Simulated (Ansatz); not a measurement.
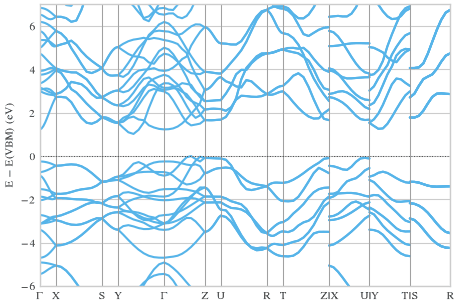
Figure. Band structure from r²SCAN in the plane-wave PAW code Ansatz

**Question.** Read off the gap and where the band edges lie.

**Answer.** About 1.0 eV (1.01 eV by a search for the band edges); maximum on the Γ–Z line, 64 % of the way from Γ, minimum on the Y–Γ line, 32 % of the way from Y.

**Question.** Which of these materials gives this?
(A) Nb2Pd3Se8, Pbam (Pearson symbol oP26)
(B) SnSe, Pnma (Sn on 4c, Se on 4c)
(C) CsI3, Pnma (Cs on 4c, I on 4c, I on 4c, I on 4c)
(D) ZnSnN2, Pna2_1 (Zn on 4a, Sn on 4a, N on 4a, N on 4a)

**Answer.** B, SnSe, Pnma (Sn on 4c, Se on 4c)

Symmetry was held in the r²SCAN relaxation. A crystal of weakly bound layers computed without a dispersion correction: the cell and the soft elastic constants depend strongly on that. Spin–orbit coupling is left out wherever it is not named.

Potentials: the later of the program's two PAW sets.
